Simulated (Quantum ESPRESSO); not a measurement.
The S K edge of atom 5 in Cu3AsS4 (P-43m), with 3 Cu at 2.27 Å and 1 As at 2.30 Å (tetrahedral, site symmetry 3m), was computed in 2 ways: excited-electron core hole (neutral cell) and no core hole. Program and functional: Quantum ESPRESSO XSpectra, PBEsol, Lorentzian half width 0.3 eV up to 4 eV, rising linearly to 2.5 eV at 25 eV; cells of 8 and 16 atoms (the run without a hole in the smaller).

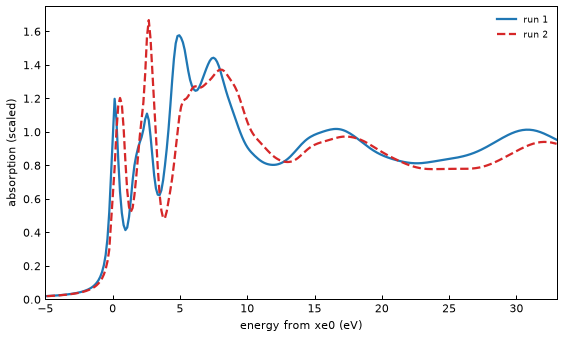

Each run is counted from its own lowest empty level or Fermi level and scaled to a mean of 1 over its first 20 eV.

Question: Which run is which?

Run 1: excited-electron core hole (neutral cell) (area from −2 to 6 eV 6.4, main maxima 0.1 eV (1.20), 2.5 eV (1.11), 5.0 eV (1.58) and 7.5 eV (1.44)). Run 2: no core hole (area from −2 to 6 eV 6.0, main maxima 0.5 eV (1.20), 2.7 eV (1.67), 8.0 eV (1.37) and 17.4 eV (0.97)). With each curve scaled to its own mean, the area from −2 to 6 eV with the hole is 6.4 against 6.0, and the centre of weight from −1 to 20 eV moves by +0.0 eV (first and strongest maxima below 20 eV: 0.5 eV (1.20), 2.7 eV (1.67) and 8.0 eV (1.37) without the hole, 0.1 eV (1.20), 5.0 eV (1.58) and 7.5 eV (1.44) with it); the shape changes all the same, by 20 % r.m.s.

[Hosts, paths, dates, database ids (printed as entryN), source tags and the programs' standing remarks are cut or masked in the printed files.]

[Lists of maxima count a maximum above −3 eV only where it reaches 4 % of the highest in the window and stands out from its surroundings by 2 % of it (1.5 % where it reaches 55 %); shoulders and weaker maxima are passed over, and of the rest the first, up to two pre-edge ones and the few strongest are named.]
